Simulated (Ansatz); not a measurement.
**BN, alloy series**

Base system: BN in the zinc blende structure (space group F-43m, No. 216; a = 3.6051 Å).

The other end (x = 1) is BAs in the zinc blende structure (space group F-43m, No. 216): 13.55 Å³/atom, gap 1.08 eV.

As replaces a fraction x of N; each row is one arrangement (x, atoms in the cell, starting space group or random), fully relaxed.

Computed with Ansatz (a first-principles code) PBEsol, spin-orbit coupling left out, earlier PAW set.

Notes on the quantities. mixing energy: to 0.01 eV only: unlike meshes or grids.

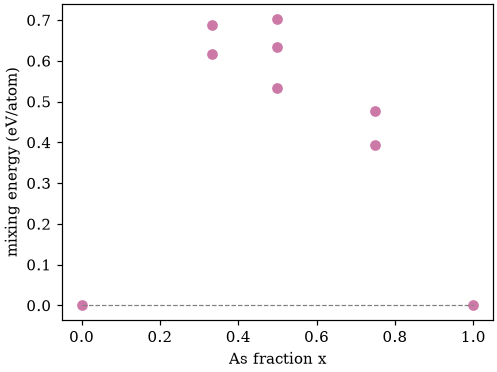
Figure. Mixing energy against As fraction x; the dashed line joins the ends

```json
[
 {"As fraction x": "x(As) = 0.333, 6 atoms, I-4m2", "mixing energy": "+0.618 eV/atom"},
 {"As fraction x": "x(As) = 0.333, 6 atoms, P3m1", "mixing energy": "+0.69 eV/atom"},
 {"As fraction x": "x(As) = 0.5, 8 atoms, P-4m2", "mixing energy": "+0.635 eV/atom"},
 {"As fraction x": "x(As) = 0.5, 8 atoms, R3m", "mixing energy": "+0.70 eV/atom"},
 {"As fraction x": "x(As) = 0.5, 8 atoms, Pmn2_1", "mixing energy": "+0.53 eV/atom"},
 {"As fraction x": "x(As) = 0.75, 8 atoms, Cm", "mixing energy": "+0.39 eV/atom"},
 {"As fraction x": "x(As) = 0.75, 8 atoms, R3m", "mixing energy": "+0.48 eV/atom"}
]
```

Each cell is one ordered arrangement of few atoms, which overstates ordering effects compared with a random alloy. Stability against distortions was not tested. All final runs are without spin polarisation. A zero or small gap of B2AsN and B4As3N can be the functional's error rather than a property of the material.
